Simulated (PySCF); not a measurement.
# C5H7F: the cost of one run

The runs use PySCF 2.14.0, with density-fitted response routines of our own; the level of theory stands in each step. All values are computed, except where a source is named. Atoms are numbered from 0 throughout.

## Step 1: Starting geometry

13 atoms, charge 0, multiplicity 1; geometry from: GFN2-xTB. The atoms were then displaced at random by about 0.01 Å, so the start is not that level's minimum.

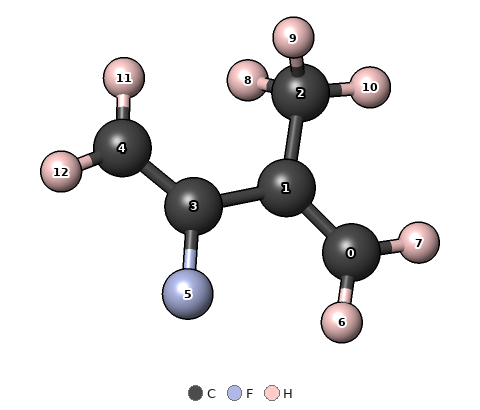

As it starts; carbon dark grey, fluorine light blue, hydrogen pink, atoms numbered; sticks join atoms by distance.

## Step 2: Geometry optimisation at PBE0-D3(BJ)/def2-SVP

The job: settings as JSON, then the geometry in Å.

```
{"job": {"xc": "PBE0", "basis": "def2-SVP", "d3": "d3bj", "grid": 1, "shake": 0.01, "kind": "geom"}, "charge": 0, "multiplicity": 1}
C     -1.216680     1.323790     0.385670
C     -0.440930     0.302540     0.169420
C     -0.967530    -1.101880     0.086900
C      1.037060     0.496620     0.000830
C      1.929290    -0.437110    -0.218210
F      1.405540     1.792490     0.077890
H     -0.848160     2.353070     0.434990
H     -2.283360     1.232470     0.501860
H     -0.712520    -1.534090    -0.852380
H     -0.493110    -1.715960     0.879810
H     -2.034110    -1.117050     0.239440
H      1.693450    -1.470770    -0.272100
H      2.936890    -0.141000    -0.323040
```

The run is started by

```bash
> OMP_NUM_THREADS=1 python probes_run.py task.json out
```

The driver reads the jobs from task.json and runs them one after another.

Q: Estimate the wall time and peak memory of this first job on 1 thread of Arm Neoverse V1, shared host.

About 28 s, with a peak of 0.51 GiB.
